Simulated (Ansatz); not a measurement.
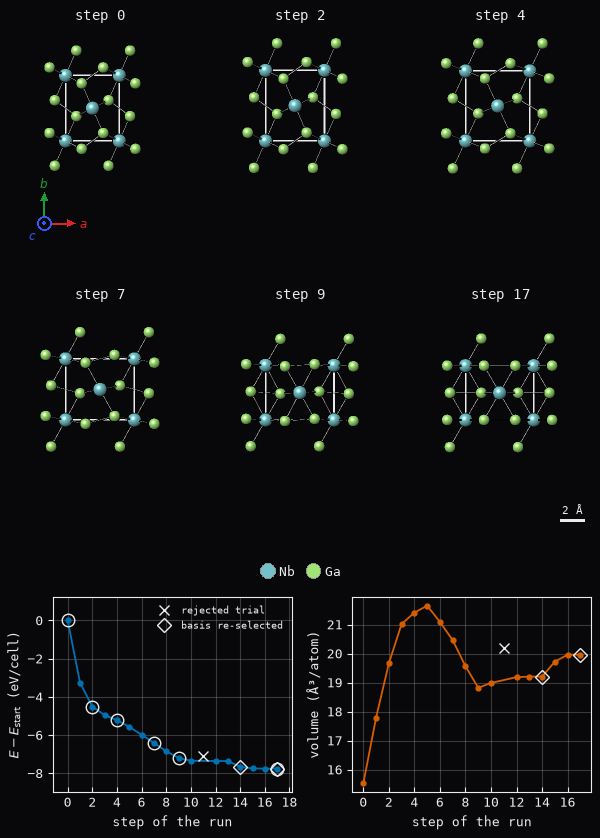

Frames of a relaxation of solid NbGa2 (built on the marcasite type) (coarse preliminary run), marked on the history of the run. Style: ball-and-stick. Shown: the cell of the calculation, along the c axis.

Case: marcasite type (Pnnm, No. 58).

These are results of Ansatz 0.2.0, DFT PBE, scalar-relativistic, plane waves, PAW, not measurements.

Input file:
```yaml
crystal:
  lattice:
    - [4.6440758303, 0.0, 0.0]
    - [0.0, 5.6680587115, 0.0]
    - [0.0, 0.0, 3.5383832947]
  atoms:
    - { symbol: Nb, position: [0.0, 0.0, 0.0] }
    - { symbol: Nb, position: [0.5, 0.5, 0.5] }
    - { symbol: Ga, position: [0.2004, 0.3787, 0.0] }
    - { symbol: Ga, position: [0.7996, 0.6213, 0.0] }
    - { symbol: Ga, position: [0.7004, 0.1213, 0.5] }
    - { symbol: Ga, position: [0.2996, 0.8787, 0.5] }
basis:
  ecutwfc: 420
kpoints:
  mp_grid: { grid: [4, 4, 6] }
hamiltonian:
  xc: pbe
scf:
  occupations: { method: gaussian, width: 0.1 }
  lower_state_search: "off"
output:
  forces: true
  stress: true
  eigenvalues: true
relax:
  adjacent_minimum: "off"
  f_tol: 0.04
  max_steps: 70
  cell: { stress_tol: 0.4 }
```

Launched with:
```bash
ansatz run input.yaml --threads 1 --pin off --max-ram 2560MiB --backend cpu --events-out ev --progress --plain --runs-dir out
```

What happens along the run?

The energy falls by 7.756 eV per cell of the calculation in 14 accepted moves (17 points after the start). The largest force component goes from 0.72 to 0.0048 eV/Å. The pressure goes from 53.68 to 0.04 GPa. The line search rejected the trial step at point 11 of the run. At 2 points the geometry stayed and the basis and grid were re-selected for the new cell (energy shift of 0.297 eV per cell of the calculation at most each time). The largest moves relative to the cell, 0.60 Å, are those of Ga3, Ga4, Ga5 and Ga6. Ga5 goes along [1 −3 0]. Nb stays in place. The drawn cell changes as follows: a 4.644 → 5.889 Å (+26.8 %), b 5.668 → 4.694 Å (−17.2 %), c 3.538 → 4.332 Å (+22.4 %); the volume changes by +28.6 %. Among the contacts that change: Nb1–Ga3 3.642 → 2.710 Å, Ga3–Ga4 2.314 → 2.711 Å, Nb1–Ga3 (another image) 2.340 → 2.710 Å, Nb1–Ga5 2.353 → 2.686 Å. New bonds form, among them: Nb1–Ga3 (3.64 → 2.71 Å), Nb1–Ga4 (3.64 → 2.71 Å), Nb2–Ga5 (3.64 → 2.71 Å), Nb2–Ga6 (3.64 → 2.71 Å). Bond angles that change, for instance: Nb1–Ga3–Ga4 103.0° → 60.0°, Ga3–Nb1–Ga5 88.1° → 107.2°, Ga3–Nb1–Ga6 91.9° → 72.8°. The space group (tolerance 0.01 Å) goes from Pnnm (No. 58) to Immm (No. 71). From step 0 to 2: Ga atoms move most (0.03 Å), volume +26.7 %, energy −4.505 eV per cell of the calculation. From step 2 to 4: Ga atoms move most (0.06 Å), volume +8.9 %, energy −0.715 eV per cell of the calculation. From step 4 to 7: Ga atoms move most (0.24 Å), volume −4.4 %, energy −1.189 eV per cell of the calculation. From step 7 to 9: Ga atoms move most (0.21 Å), volume −8.0 %, energy −0.787 eV per cell of the calculation. From step 9 to 17: Ga atoms move most (0.12 Å), volume +6.1 %, energy −0.560 eV per cell of the calculation.
